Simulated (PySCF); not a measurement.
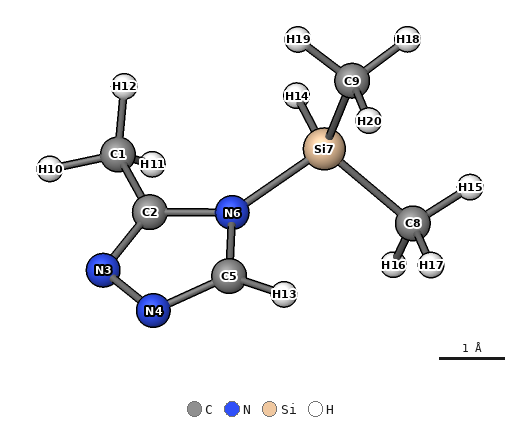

*The structure as given in the input (ball-and-stick view, seen at a tilt; atoms are numbered from 1 in the order of the input).*

**C5H11N3Si: NMR shielding calculation**

C5H11N3Si, computed with GIAO PBE0/pcSseg-1 NMR shielding, non-relativistic, IEF-PCM chloroform (PySCF 2.14.0).

The geometry comes from this level: PBE0-D3(BJ)/def2-SVP. It belongs to a series of runs on one base structure; here: solvent chloroform. Figures and captions count atoms from 1; the log counts them from 0 in places.

### Log
```
coarse grid: 17064 points
cycle   1  E = -650.2305479753  dE =  1.172e+00  |g| = 5.430e-01  |ddm| = 4.070e+00
cycle   2  E = -650.1920100226  dE =  3.854e-02  |g| = 6.873e-01  |ddm| = 1.023e+00
cycle   3  E = -650.2980001376  dE = -1.060e-01  |g| = 1.644e-01  |ddm| = 6.069e-01
cycle   4  E = -650.3033167392  dE = -5.317e-03  |g| = 5.020e-02  |ddm| = 1.429e-01
cycle   5  E = -650.3038791584  dE = -5.624e-04  |g| = 8.205e-03  |ddm| = 4.523e-02
cycle   6  E = -650.3038914971  dE = -1.234e-05  |g| = 3.667e-03  |ddm| = 8.903e-03
cycle   7  E = -650.3038943259  dE = -2.829e-06  |g| = 8.124e-04  |ddm| = 2.769e-03
final grid: 160040 points
cycle   8  E = -650.3512523377  dE = -4.937e-05  |g| = 8.110e-03  |ddm| = 3.576e-02
cycle   9  E = -650.3512505811  dE =  1.757e-06  |g| = 8.652e-03  |ddm| = 1.363e-02
cycle  10  E = -650.3512687761  dE = -1.820e-05  |g| = 9.589e-04  |ddm| = 6.724e-03
cycle  11  E = -650.3512689548  dE = -1.787e-07  |g| = 4.184e-04  |ddm| = 9.888e-04
cycle  12  E = -650.3512689902  dE = -3.536e-08  |g| = 1.144e-04  |ddm| = 3.655e-04
cycle  13  E = -650.3512689931  dE = -2.883e-09  |g| = 2.840e-05  |ddm| = 1.083e-04
cycle  14  E = -650.3512689932  dE = -1.589e-10  |g| = 9.489e-06  |ddm| = 2.986e-05
```

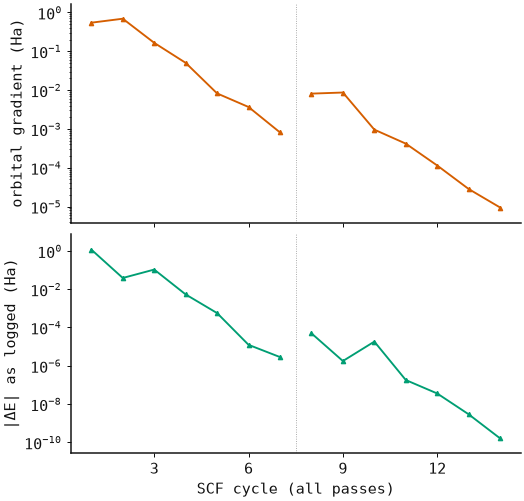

*Convergence of the self-consistent field: orbital gradient and size of the energy change against the SCF cycle. The dotted line marks the change from a coarse to the final integration grid.*

The first 7 cycles use a coarse grid, the final grid takes over at cycle 8, and the field converges after 14 cycles in all.

```
converged SCF energy = -650.3512689932

GIAO shielding tensors (ppm)
atom      isotropic    diamagn.    paramagn.     s11        s22        s33       span
  0 C      170.363     246.988     -76.625    160.372    165.931    184.786     24.413
  1 C       26.330     252.075    -225.746    -61.288     35.373    104.904    166.193
  2 N      -84.866     334.575    -419.441   -287.835   -116.137    149.373    437.208
  3 N      -89.582     333.997    -423.579   -317.549   -124.611    173.414    490.964
  4 C       34.566     251.926    -217.360    -60.882     53.925    110.655    171.538
  5 N       65.021     334.900    -269.879    -25.950     45.803    175.211    201.161
  6 Si     353.874     883.878    -530.004    318.804    356.222    386.596     67.792
  7 C      186.172     256.442     -70.270    177.917    189.557    191.041     13.124
  8 C      185.702     256.513     -70.812    177.691    188.182    191.231     13.540
  9 H       28.398      26.081       2.317     23.186     27.059     34.949     11.763
 10 H       28.842      29.270      -0.429     24.005     28.050     34.469     10.464
 11 H       28.879      29.452      -0.572     23.918     28.286     34.434     10.516
 12 H       23.201      31.539      -8.338     19.662     22.593     27.348      7.687
 13 H       26.062      32.420      -6.358     21.922     25.875     30.388      8.465
 14 H       30.838      29.357       1.481     26.486     27.475     38.552     12.066
 15 H       30.750      31.543      -0.792     26.137     28.538     37.576     11.438
 16 H       30.569      31.615      -1.045     26.029     28.860     36.819     10.789
 17 H       30.859      29.403       1.456     26.566     27.451     38.560     11.994
 18 H       30.734      31.667      -0.932     25.965     28.717     37.521     11.556
 19 H       30.639      31.627      -0.988     26.101     28.959     36.857     10.756
```

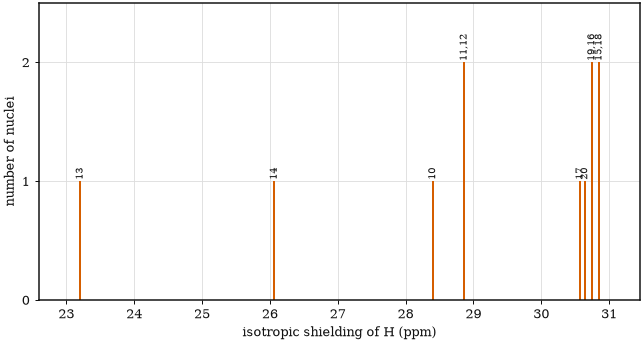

*Isotropic shieldings of the hydrogen nuclei in this fixed geometry, labelled by atom number; shielding grows to the right, so chemical shift grows to the left.*

The least shielded is H13 (23.2 ppm), the most shielded H18 (30.9 ppm).

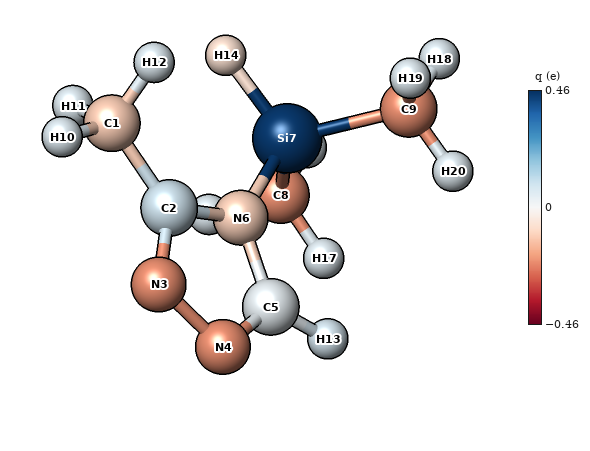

*Hirshfeld charges, as the colour of each atom (ball-and-stick view, seen at a tilt; atoms are numbered from 1 in the order of the input).*

By element: C −0.21 to +0.09, N −0.21 to −0.11, Si +0.44 and H −0.07 to +0.08 e.

This output came from the following input.

### The input
```
{"job": {"kind": "nmr", "xc": "PBE0", "basis": "pcSseg-1", "solvent": "chloroform", "pop": true}, "charge": 0, "multiplicity": 1}
C      2.452578    -1.164543     0.008958
C      1.900300     0.209360    -0.102268
N      2.625716     1.290898    -0.229626
N      1.786406     2.358579    -0.301631
C      0.571821     1.899595    -0.217716
N      0.559069     0.531146    -0.089521
Si    -0.902350    -0.502428     0.052834
C     -1.985417    -0.171025    -1.430783
C     -1.752381    -0.103238     1.666016
H      3.546403    -1.086957    -0.012170
H      2.130361    -1.807989    -0.824364
H      2.152911    -1.656709     0.947064
H     -0.332178     2.508213    -0.244955
H     -0.386074    -1.899453     0.044094
H     -2.879230    -0.814124    -1.408565
H     -1.440047    -0.371267    -2.365295
H     -2.324376     0.876479    -1.450351
H     -2.642490    -0.736881     1.804388
H     -1.075082    -0.269764     2.517185
H     -2.077388     0.948630     1.689725
```

The first line tells a small driver script what to run in PySCF; the rest is the geometry in Å.

Run as:
```bash
OMP_NUM_THREADS=1 python <driver script> task.json out
```

### Results in brief

| quantity | value |
| --- | --- |
| outcome | converged |
| total energy | −650.351269 hartree |
| HOMO | −7.37 eV |
| LUMO | 0.18 eV |
| dipole moment | 7.97 D |
| isotropic shielding, C | 26.3 to 186.2 ppm |
| isotropic shielding, N | −89.6 to 65.0 ppm |
| isotropic shielding, Si | 353.9 ppm |
| isotropic shielding, H | 23.2 to 30.9 ppm |
| hardware | 1 CPU thread, shared host |
| wall time | 41 s |
| peak memory | 1.1 GiB |
